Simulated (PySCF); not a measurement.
SMILES O[SiH2][GeH3] at its CAM-B3LYP/def2-SVP optimised geometry (Å):

```
9

O      1.8011    -1.1417     0.0000
Si     0.1344    -1.1417     0.0000
Ge    -0.7174     1.0865     0.0000
H      2.2534    -0.6762    -0.7109
H     -0.4218    -1.8672    -1.1812
H     -0.2759    -1.8542     1.2350
H     -2.2534     1.1024    -0.0787
H     -0.2916     1.8486     1.2653
H     -0.1780     1.8672    -1.2133
```

Method: PySCF with CAM-B3LYP/def2-TZVP. Cells within 0.4 Å of a nucleus heavier than hydrogen are left out (blank, or x).

Map of the electron localisation function on the plane z = 0.0 Å:

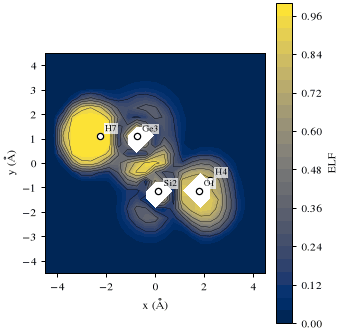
Figure: Electron localisation function on the plane z = 0.0 Å.
